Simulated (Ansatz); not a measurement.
# Direct or indirect: MgS (Fm-3m)

```
S Mg
1.0
     0.00000    2.60165    2.60165
     2.60165    0.00000    2.60165
     2.60165    2.60165    0.00000
S Mg
1 1
Direct
  0.50000 0.50000 0.50000
  0.00000 0.00000 0.00000
```

Method: Ansatz, PBE, independent particles, without spin-orbit coupling, line width 0.1 eV (Gaussian). The band structure gives a fundamental gap of 2.79 eV. The spectrum of vertical transitions near the edge:

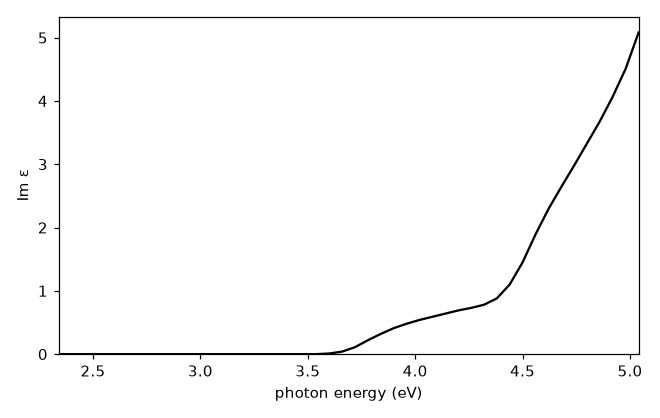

Question: Is the gap direct or indirect, and about where do vertical transitions set in?

Answer: Indirect, by the band path, whose least direct gap is 3.72 eV. The curves fit this: they stay near zero above 2.79 eV and rise only from about 3.7 eV, though a forbidden direct transition would look alike. Lines are broadened by 0.1 eV, which spreads the edge, and phonons, which would give weak absorption from the fundamental gap up, are left out.

[Logs are printed without paths, hosts, clocks, repeated set-up lines and the standing remarks that a program may print on its own settings, such as how far it seeks lower states.]
